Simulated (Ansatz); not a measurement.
## HBr3: a changed input and its effect

System: HBr3.
Method of run 1: RKS PBE-D4/def2-SVPD (Ansatz 0.2.0).

Text and figures count atoms from 1; the logs count them from 0 in places.

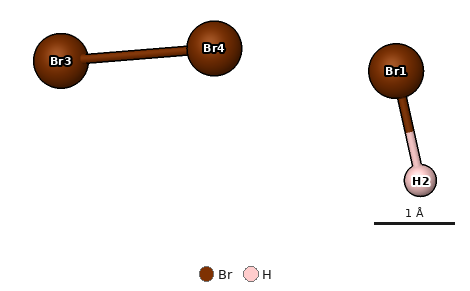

Figure 1. The structure (ball-and-stick view, seen at a tilt; atoms are numbered from 1 in the order of the input). Bond lengths as drawn: Br–Br 2.37 Å and Br–H 1.44 Å.

## The input, run 1
```yaml
crystal:
  periodic: [false, false, false]
  atoms:
    - { symbol: Br, position_ang: [0.886151, 0.438603, -1.403658] }
    - { symbol: H, position_ang: [1.903455, 1.084311, -0.617123] }
    - { symbol: Br, position_ang: [-1.871007, -0.947669, 2.610142] }
    - { symbol: Br, position_ang: [-0.738424, -0.399209, 0.603984] }
basis:
  gaussian: { orbitals: def2-SVPD }
hamiltonian:
  xc: pbe
  dispersion: d4
output:
  forces: true
```

Command:
```bash
ansatz run input.yaml --threads 1 --pin off --max-ram 2560MiB --backend cpu --events-out ev --progress --plain --runs-dir out
```

Hardware: 1 thread of Arm Neoverse N1, 98 GiB of memory available, shared host.

## Output (run 1)
```
Engine: ansatz 0.2.0, aarch64-unknown-linux-gnu
Functional definition: PBE
  parameter kappa = 0.804
  parameter beta = 0.06672455060314922
  exchange = pbe_x(kappa = kappa, mu = beta*pi^2/3)
  correlation = pbe_c(beta = beta)
1381 factors; their error is unknown
mean field evaluation 1: about -210097.9960 eV, gradient 1.4e1 eV
mean field evaluation 2: about -210097.5392 eV, gradient 1.6e1 eV
mean field evaluation 4: about -210098.3341 eV, gradient 5.6e-1 eV
mean field evaluation 8: about -210098.2763 eV, gradient 1.3e-2 eV
mean field -210098.27632353 eV, -7720.9692451633 hartree, gradient 6.8e-5 eV, S^2 0.000000; 0 other end points of the search recorded, 0 dependent functions left out
the calculation of the forces begins
reference -210098.27638251 eV, -7720.9692473305 hartree; 53, 53 occupied and 78, 78 virtual orbitals, 1381 factors
Total energy: -210098.37625049 eV, -7720.9729174113 hartree
Atom 0 at     0.886151     0.438603    -1.403658 Å, force     0.537269     0.255052    -1.037076 eV/Å
Atom 1 at     1.903455     1.084311    -0.617123 Å, force    -0.019150    -0.004913     0.107329 eV/Å
Atom 2 at    -1.871007    -0.947669     2.610142 Å, force    -0.343116    -0.184123     0.302272 eV/Å
Atom 3 at    -0.738424    -0.399209     0.603984 Å, force    -0.175004    -0.066016     0.627475 eV/Å
Dipole moment:     0.524199     0.284945    -0.401515 e Å
```

The input of run 2 differs as follows (lines with − go, lines with + come):
```diff
-    - { symbol: Br, position_ang: [0.886151, 0.438603, -1.403658] }
-    - { symbol: H, position_ang: [1.903455, 1.084311, -0.617123] }
+    - { symbol: Br, position_ang: [0.772269, 0.338934, -1.959862] }
+    - { symbol: H, position_ang: [1.789572, 0.984642, -1.173327] }
```

What does this change do to the results?

On the same kind of shared host run 2 took about 230 times as long.

## Output (run 2)
```
Engine: ansatz 0.2.0, aarch64-unknown-linux-gnu
Functional definition: PBE
  parameter kappa = 0.804
  parameter beta = 0.06672455060314922
  exchange = pbe_x(kappa = kappa, mu = beta*pi^2/3)
  correlation = pbe_c(beta = beta)
1381 factors; their error is unknown
mean field evaluation 1: about -210098.3060 eV, gradient 1.3e1 eV
mean field evaluation 2: about -210098.4387 eV, gradient 7.8e0 eV
mean field evaluation 4: about -210098.5379 eV, gradient 6.7e-1 eV
mean field evaluation 8: about -210098.4806 eV, gradient 7.6e-3 eV
mean field -210098.48056426 eV, -7720.9767508717 hartree, gradient 6.2e-5 eV, S^2 0.000000; 0 other end points of the search recorded, 0 dependent functions left out
the calculation of the forces begins
reference -210098.48062486 eV, -7720.9767530987 hartree; 53, 53 occupied and 78, 78 virtual orbitals, 1381 factors
Total energy: -210098.57462295 eV, -7720.9802074647 hartree
Atom 0 at     0.772269     0.338934    -1.959862 Å, force     0.026824     0.012914    -0.048859 eV/Å
Atom 1 at     1.789572     0.984642    -1.173327 Å, force     0.002852     0.001666    -0.000230 eV/Å
Atom 2 at    -1.871007    -0.947669     2.610142 Å, force    -0.020306    -0.009856     0.035484 eV/Å
Atom 3 at    -0.738424    -0.399209     0.603984 Å, force    -0.009370    -0.004725     0.013605 eV/Å
Dipole moment:     0.359551     0.194443    -0.293025 e Å
```

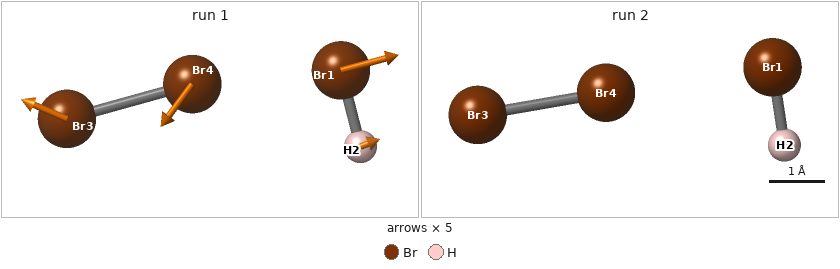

Figure 2. The two input geometries at one scale (ball-and-stick view, seen at a tilt). The orange arrows on the first give the shifts of the atoms after the best rigid fit, magnified 5 times. Br1 moves most after the best rigid fit: 0.22 Å. Largest moves by element: Br 0.22 Å, H 0.08 Å.

## The two runs side by side

```csv
quantity,run 1,run 2
outcome,converged,converged
total energy (hartree),−7720.972917,–
largest force (eV/Å),1.196,–
basis functions,131,–
wall time (shared host),7.2 s,28 min
```
